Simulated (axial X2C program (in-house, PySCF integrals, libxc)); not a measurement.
**TeH: relativistic diatomic calculation**

System: TeH, single determinant with M_S = 1/2 and |Λ| = 1.
Method: PW91, spin-free X2C-1e, Te dyall-v3z, H dyall-v3z (cores contracted) (axial X2C program (in-house, PySCF integrals, libxc)).

## Input
```
{"zs": [52, 1], "q": 0, "bas": ["dyall-v3z", "dyall-v3z"], "levels": ["PBE0", "HF", "M06", "PW91"], "cc": false, "r0": 1.68, "npts": 10, "nst": 2, "ntry": 6, "opt": {"auxb": 6.0}}
```

The line is the task of a batch: nuclear charges, charge, bases, the levels to run, a first guess of the distance and further settings. This report covers PW91 without spin-orbit coupling. The log is that of the reference distance 1.813 Å.

Hardware: 1 CPU thread, shared host.

Launched within a batch (the task file carries these settings):
```bash
python <driver script> task.json out
```

## Log
```
spin-free X2C-1e  PW91
basis functions 111  fitting functions 286  grid points 5073
iter        total energy     max residual
   1      -6795.756049427     1.18e-01
   2      -6795.758707575     7.34e-03
   3      -6795.758585316     6.99e-03
   4      -6795.759134474     8.97e-04
   5      -6795.759134695     9.11e-04
   6      -6795.759145140     4.58e-05
   7      -6795.759145171     1.58e-05
   8      -6795.759145172     2.54e-06
converged
one-electron -9349.82439800  Coulomb 2717.38270921  exact exchange 0.00000000  xc functional -178.49518113  nuclear repulsion 15.17772475
```

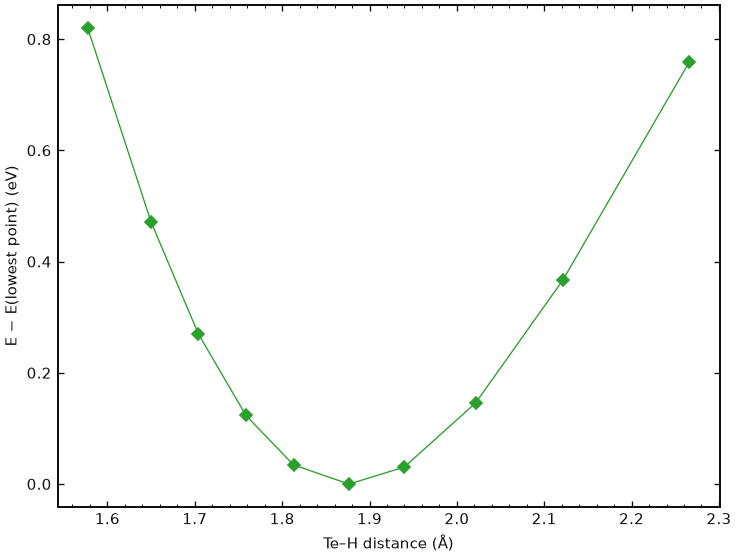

Energy at 10 bond lengths, for one set of occupations held fixed; the line joins the points. A polynomial of degree 6 through 9 points gives rₑ = 1.877 Å, ωₑ = 2101 cm⁻¹, ωₑxₑ = 48 cm⁻¹ and Bₑ = 4.787 cm⁻¹. The minimum lies 2.05 eV below Te + H, each computed as one determinant at the same level.

## What the run reported

```
                    quantity                value
                     outcome            converged
              bond length rₑ              1.877 Å
                          ωₑ            2101 cm⁻¹
       energy at the minimum  −6795.76041 hartree
   depth below the fragments              2.05 eV
largest ⟨S²⟩ along the curve                 0.76
                   wall time                3.8 s
```

## What is odd here

One thing in this input was made odd on purpose: sparse fitting set (auxb = 6.0). The program ran to the end. Its numbers are those of the input as typed; this run alone doesn't show how far the oddity moves them. To bear in mind: the highest filled and lowest empty levels coincide, as for a half-filled degenerate pair.
